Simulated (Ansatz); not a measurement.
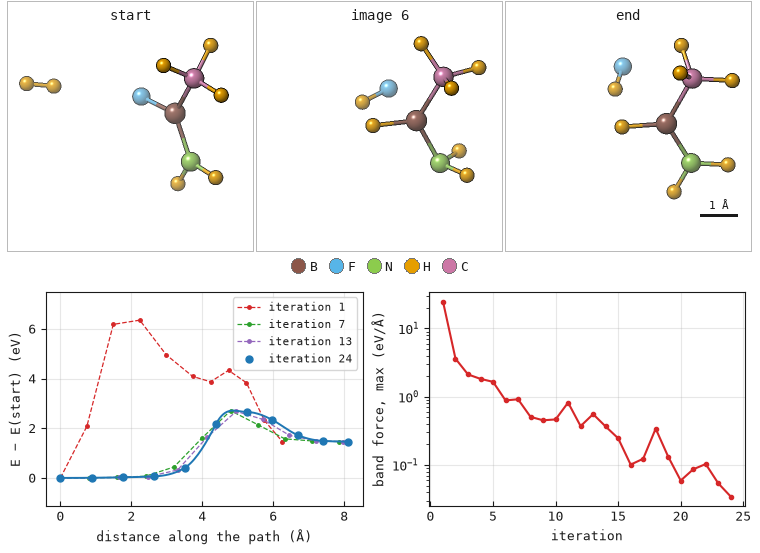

NEB run on CH₇BFN, made up of CH₅BFN and H$_{2}$. Images are numbered from 0 (start) to 10 (end). The plot follows the band through its iterations. Style: ball-and-stick. Shown at a tilt.

Computed with RKS PBE/6-31G* (Ansatz 0.2.0). Settings: 9 movable images; climbing image; force threshold 0.05 eV/Å; iteration limit 60; starting path through a guess of the saddle point.

**How did the profile develop, and is the result final?**

The result is final at these settings. The band converged in 24 iterations. The largest component of the band force went from 25 to 0.034 eV/Å. The climbing image converged on the top of the path. Its vibrational analysis gives one imaginary mode (535i cm⁻¹), as a transition state must have. The first iteration put the highest image at 6.35 eV. The energy climbs by 2.65 eV to image 6 and then falls by 1.19 eV, so the end point sits at +1.46 eV.

Limits of the set-up: the start holds two separate molecules, 2.4 Å apart at their closest, whose relative position is a soft coordinate and is computed without a dispersion correction.
